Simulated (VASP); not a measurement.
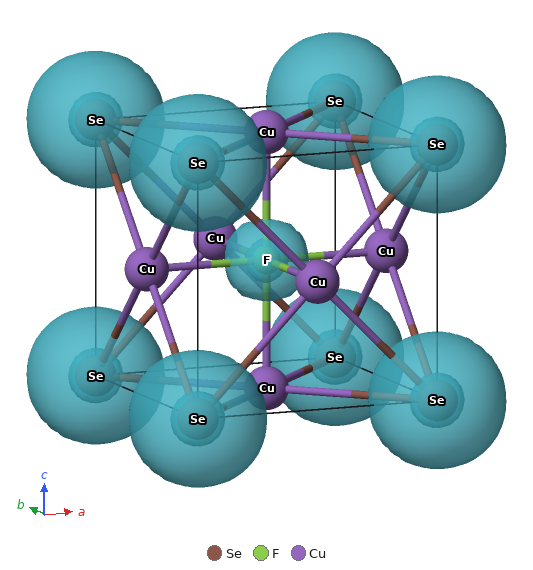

Figure. Cu3SeF. Isosurface of the electron localisation function at 0.75 (cyan), seen slightly off an axis. Only the valence region is drawn (cores and ρ < 0.01 e/Å³ removed). Sticks mark near contacts.

Space group Pm-3m; a generated structure, not necessarily the stable one; computed pressure about −3 GPa in this cell.

Method: VASP, Kohn-Sham DFT of a periodic cell, LDA, VASP PAW LDA potentials, recommended.

Core electrons are frozen (PAW), and the valence fields are smoothed inside the atomic spheres.

Question: Describe the localisation domains.

Answer: The ELF exceeds this value in one region wrapped around F (its valence shell) and one region wrapped around Se (its valence shell), counted in one cell of 5 atoms. Any copies at cell faces, edges or corners count once. Along the contacts the grid gives the following. Cu–F (2.05 Å): the ELF peaks at about 0.80 in the valence shell of F, 0.5 Å from its nucleus, and drops to about 0.10 between the two atoms: no localised pair shows between them. Cu–Se (2.90 Å): the ELF is about 0.30 at the midpoint and 0.15 at its lowest between the atoms.
